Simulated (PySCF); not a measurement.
C$_{2}$H$_{8}$F$_{3}$NSi$_{2}$ (charge +1, doublet)

```yaml
atoms:
  - { symbol: F, position_ang: [3.6336, 0.3258, 0.4087] }
  - { symbol: C, position_ang: [2.3993, -0.1103, 0.2365] }
  - { symbol: F, position_ang: [2.1563, -0.1616, -1.0948] }
  - { symbol: F, position_ang: [2.3242, -1.3694, 0.6721] }
  - { symbol: C, position_ang: [1.3463, 0.7771, 0.9035] }
  - { symbol: N, position_ang: [0.0260, 0.2526, 0.6259] }
  - { symbol: Si, position_ang: [-0.5914, 0.1632, -0.9679] }
  - { symbol: Si, position_ang: [-3.0923, 0.5714, -0.3510] }
  - { symbol: H, position_ang: [1.5425, 0.8137, 1.9765] }
  - { symbol: H, position_ang: [1.4542, 1.7801, 0.4843] }
  - { symbol: H, position_ang: [-0.2515, -0.4369, 1.3132] }
  - { symbol: H, position_ang: [-0.5973, -1.1259, -1.6476] }
  - { symbol: H, position_ang: [-0.2150, 1.3650, -1.6963] }
  - { symbol: H, position_ang: [-3.6521, 0.5663, -1.6956] }
  - { symbol: H, position_ang: [-3.0801, 1.8521, 0.3438] }
  - { symbol: H, position_ang: [-3.4102, -0.5868, 0.4771] }
```

Geometry: GFN2-xTB.

The calculation used UKS B3LYP, pcH-1 on C F H N Si, non-relativistic, mean-field spin-orbit, GIAO (PySCF 2.14.0, density-fitted response routines).

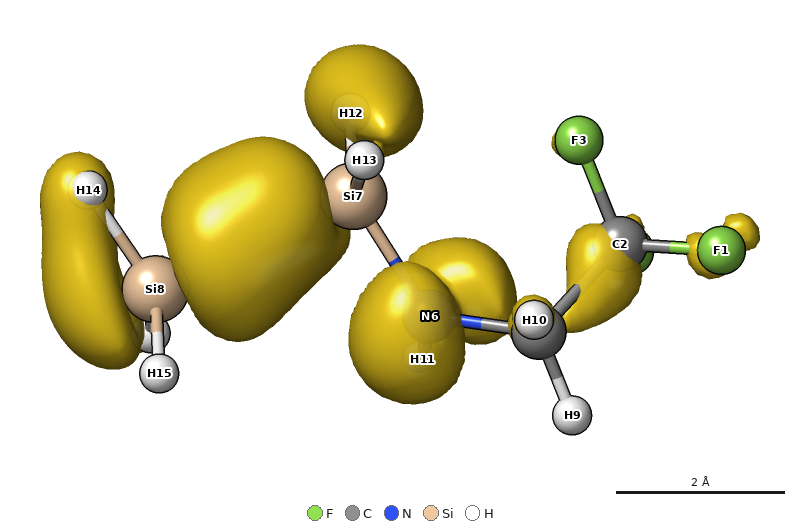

Figure 1. Isosurfaces of the spin density (α minus β) at +0.015 (yellow) and −0.015 e/Å³ (cyan), seen at a tilt.

Which atoms carry the spin?

The unpaired spin (1 electron) lies mostly on Si8 (about 0.3), N6 (about 0.2), Si7 (about 0.2) and H12 (about 0.1), in electrons by Hirshfeld's partition.

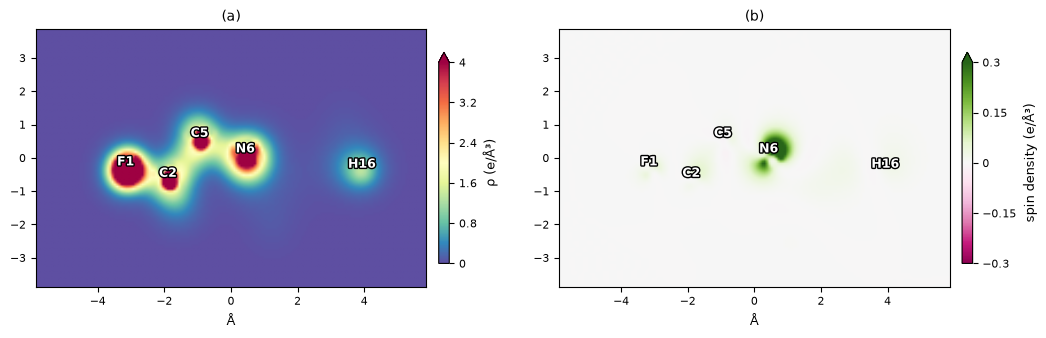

Figure 2. (a) total electron density; (b) spin density on the plane of atoms C2, C5 and N6.

Read the bonding off the picture.

Atoms in the plane: F, C, N and H. C–F (1.32 Å): ρ at the midpoint is about 2.2 e/Å³. C–N (1.45 Å): ρ is about 1.4 e/Å³ halfway. C–C (1.53 Å): the density is about 1.5 e/Å³ at the midpoint.
